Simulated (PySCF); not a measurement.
**GeH7OSi2, doublet, SMILES `[SiH2][GeH2][O][SiH3]`: what the electrons do**

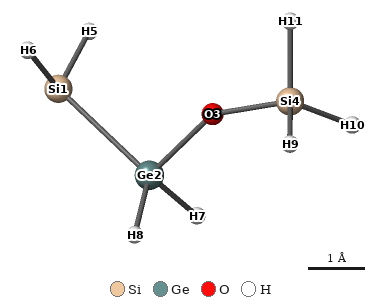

The molecule, with its atoms numbered as below. No frequency check shows the geometry to be a minimum.

Coordinates in Å:

```
Si1     -2.1679    0.9241   -0.0004
Ge2     -0.5160   -0.7348    0.0001
O3       0.9170    0.3036    0.0006
Si4      2.5260    0.4523   -0.0000
H5      -2.0561    1.7894   -1.1829
H6      -2.0528    1.7930    1.1829
H7      -0.3001   -1.6570   -1.1971
H8      -0.2967   -1.6533    1.2028
H9       3.0782   -0.1776    1.1975
H10      3.0748   -0.1813   -1.2059
H11      2.7156    1.9016    0.0006
```

## 1. Bonding charge

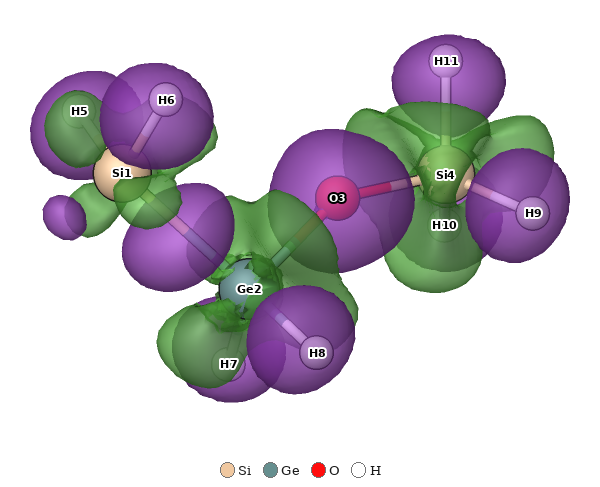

Deformation density (molecule less spherical, spin-averaged free atoms at the same positions), surfaces at ±0.05 e/Å³; purple: gain, green: loss.

Method: HF/def2-TZVP; geometry: GFN2-xTB; program: PySCF. The stability of the open-shell solution wasn't checked. GFN2-xTB doesn't know the spin state, so this open-shell geometry is rough.

Q: How much density has each bond gained at its critical point, relative to the free atoms?

A: Ge2–H7 and Ge2–H8: +0.27 e/Å³ at the bond critical point (bond length 1.53 Å, Mayer order 1.0). Si4–H11: +0.25 e/Å³ at the bond critical point (bond length 1.46 Å, Mayer order 1.0). Si4–H9: +0.25 e/Å³ at the bond critical point (bond length 1.46 Å, Mayer order 1.0). Si4–H10: +0.24 e/Å³ at the bond critical point (bond length 1.47 Å, Mayer order 1.0). Si1–H5 and Si1–H6: +0.23 e/Å³ at the bond critical point (bond length 1.47 Å, Mayer order 1.0). Si1–Ge2: +0.22 e/Å³ at the bond critical point (bond length 2.34 Å, Mayer order 1.0). O3–Si4: +0.10 e/Å³ at the bond critical point (bond length 1.62 Å, Mayer order 1.1); up to 0.6 Å beside the axis the gain reaches +0.45 e/Å³. Ge2–O3: +0.03 e/Å³ at the bond critical point (bond length 1.77 Å, Mayer order 0.8); up to 0.6 Å beside the axis the gain reaches +0.31 e/Å³. In all, 2.8 electrons gather in the regions of gain relative to the promolecule. A small or negative value marks a very polar bond, one between electron-rich atoms, whose free-atom densities already overlap strongly, a long bond to a heavier atom, or a closed-shell contact such as a hydrogen bond.

Q: Where do the Hirshfeld charges lie?

A: The highest Hirshfeld charge is on Si4 (+0.44 e), the lowest on O3 (−0.44 e).

| atom | charge (e) |
| --- | --- |
| Si1 | +0.19 |
| Ge2 | +0.39 |
| O3 | −0.44 |
| Si4 | +0.44 |
| H5 | −0.07 |
| H6 | −0.07 |
| H7 | −0.07 |
| H8 | −0.07 |
| H9 | −0.10 |
| H10 | −0.10 |
| H11 | −0.09 |

## 2. Bond critical points

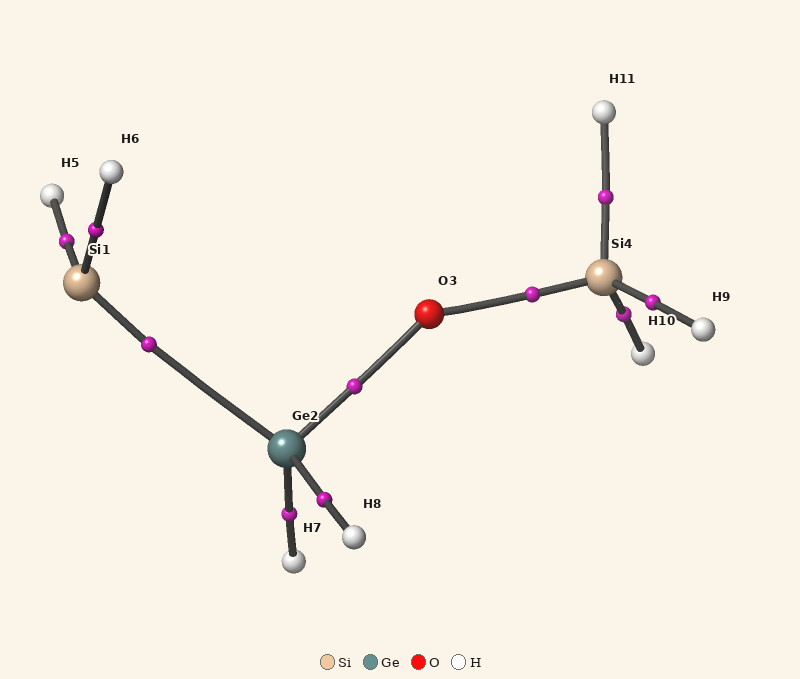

Molecular graph of the electron density (QTAIM): bond paths, bond critical points (magenta), ring points (cyan, if any); weak paths are dashed.

Q: How many critical points of each kind are there, and does the count close?

A: 11 nuclei, 10 bond, 0 ring and 0 cage critical points: 11 − 10 + 0 − 0 = 1, as the Poincaré–Hopf relation requires.

Q: Tabulate density, Laplacian, ellipticity and energy density at the bond critical points (atomic units).

A:
| bond | length (Å) | ρ (a.u.) | ∇²ρ (a.u.) | ε | H (a.u.) |
| --- | --- | --- | --- | --- | --- |
| O3–Si4 | 1.616 | 0.141 | +1.03 | 0.01 | −0.040 |
| Ge2–H7 (2 alike) | 1.527 | 0.137 | +0.11 | 0.04 | −0.082 |
| Ge2–O3 | 1.770 | 0.136 | +0.78 | 0.00 | −0.045 |
| Si4–H11 | 1.462 | 0.126 | +0.25 | 0.03 | −0.078 |
| Si4–H9 | 1.461 | 0.126 | +0.25 | 0.03 | −0.077 |
| Si4–H10 | 1.469 | 0.125 | +0.24 | 0.03 | −0.076 |
| Si1–H5 (2 alike) | 1.470 | 0.123 | +0.24 | 0.05 | −0.075 |
| Si1–Ge2 | 2.341 | 0.099 | −0.10 | 0.09 | −0.070 |

Q: What kind of interaction is Si4–H9?

A: Polar or intermediate (positive Laplacian, negative energy density H): ρ = 0.126, ∇²ρ = +0.25, H = −0.077 a.u.

## 3. Local ionisation energy

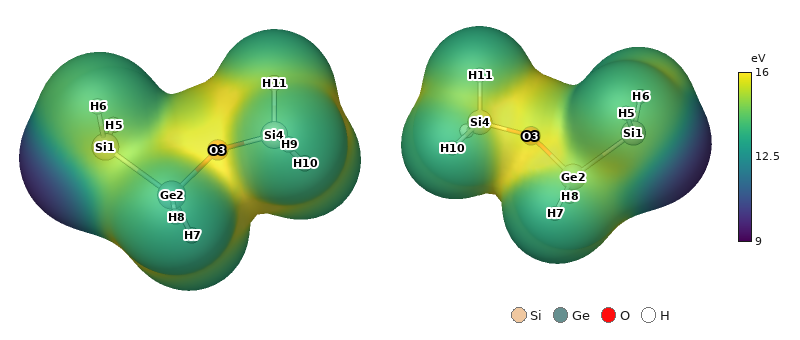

Average local ionisation energy on the surface of electron density 0.001 a.u. (back view left, front view right).

Q: Where are the most loosely bound electrons on this surface?

A: The lowest value is 9.9 eV, 2.5 Å from Si1. Further minima include 13.3 eV, 1.5 Å from H8, and at like points elsewhere; 13.4 eV, near H5 (1.99 Å), H6 (2.00 Å) and Si1 (2.18 Å); 13.4 eV, 1.5 Å from H11. For comparison, the highest occupied orbital lies at −9.2 eV.

Q: What volume does the surface enclose, and what is the dipole moment?

A: About 157 Å³; the dipole moment is 1.5 D.

## 4. Spin density

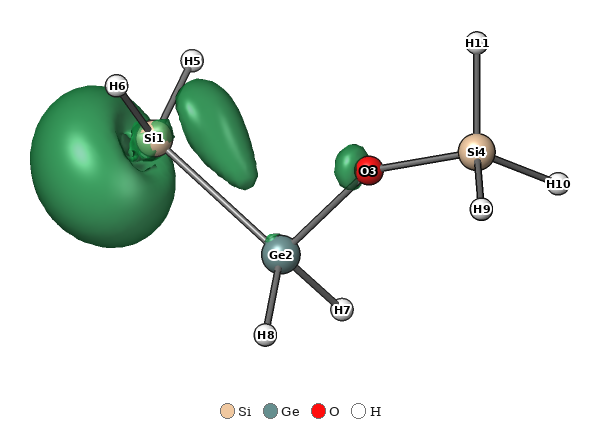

Spin density ρα − ρβ at ±0.05 e/Å³ (green: excess α, purple: excess β).

Q: How is the spin shared among the atoms?

A: Hirshfeld spin populations: Si1 +0.86 and Ge2 +0.06. ⟨S²⟩ = 0.76, against 0.75 for a pure state.

## 5. In an electric field

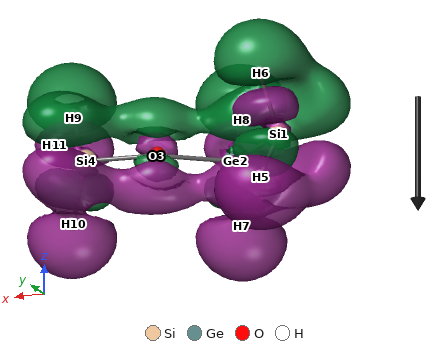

Change of the electron density in a uniform field of 0.10 V/Å along −z (arrow), surfaces at ±0.0005 e/Å³ (green: gain, purple: loss).

Computed with PySCF, B3LYP/aug-cc-pVDZ, geometry: GFN2-xTB. The stability of the open-shell solution wasn't checked. GFN2-xTB doesn't know the spin state, so this open-shell geometry is rough.

Q: How large is the response?

A: The induced dipole is 0.42 D (along the field); α along this axis, from the fields in both directions, is 83 bohr³ (12.4 Å³).

Q: Which atoms gain and lose the most charge?

A: Electrons gather most on H6 (Hirshfeld charge changes by −0.005 e) and leave H7 most (+0.005 e); 0.039 electrons are displaced in all.

## 6. Removing or adding an electron

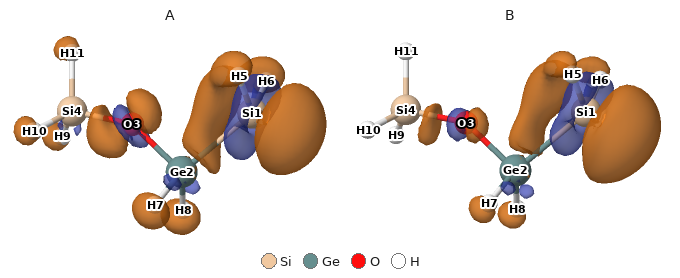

The two Fukui functions at ±0.02 e/Å³ (orange positive, blue negative).

Level of theory: BP86/def2-SVPD (PySCF), at a geometry from GFN2-xTB. GFN2-xTB doesn't know the spin state, so this open-shell geometry is rough.

Q: Which panel is f⁻ (electron removed) and which f⁺ (electron added)?

A: A is f⁻, B is f⁺. f⁻ (Hirshfeld-condensed) is largest on Si1 (0.43); the vertical ionisation energy is 8.37 eV (to the singlet cation, which needn't be its lowest state). f⁺ (Hirshfeld-condensed) is largest on Si1 (0.49); the vertical electron affinity is 1.51 eV (to the singlet anion, which needn't be its lowest state; the anion's highest orbital has positive energy, so this value and f⁺ depend on the basis).

The PySCF runs shown took 22 s, 2.8 min and 2.7 min on 1 thread of Arm Neoverse V1 (shared host).
